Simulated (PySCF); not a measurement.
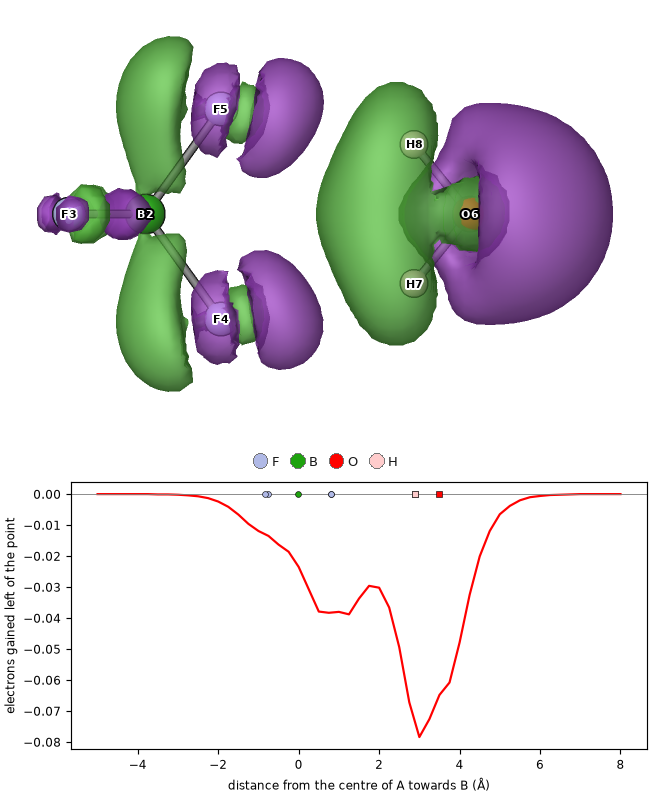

*BF$_{4}$H$_{2}$O, charge −1, SMILES `F[B-](F)(F)F.O`. Density of the complex less the densities of the two fragments at the same geometry, ±0.004 e/Å³ (purple: gain, green: loss). Fragment A: BF4(−1) (atoms 1–5); fragment B: H2O. Below: the charge-displacement curve along the line of centres (A on the left).*

Computed with PySCF, TPSS/def2-SVPD, geometry: GFN2-xTB.

**How is the density rearranged on binding?**

Hirshfeld charges show 0.031 e passing from A to B. By Hirshfeld charges, electrons gather most on O6 (−0.054 e) and leave H7 and H8 alike most (+0.011 e); 0.12 e is displaced in all.

**What is the interaction energy, and which contacts carry it?**

The counterpoise-corrected interaction energy of the frozen fragments is −11.4 kcal/mol without dispersion correction and −12.3 kcal/mol with D3(BJ). The pair geometry is semi-empirical, not a minimum at this level. Contacts: F4···H7, hydrogen bond, 2.11 Å, ρ = 0.017 a.u.; F5···H8, hydrogen bond, 2.11 Å, ρ = 0.017 a.u. The pose is a local one from a semi-empirical search, not shown to be the most stable.
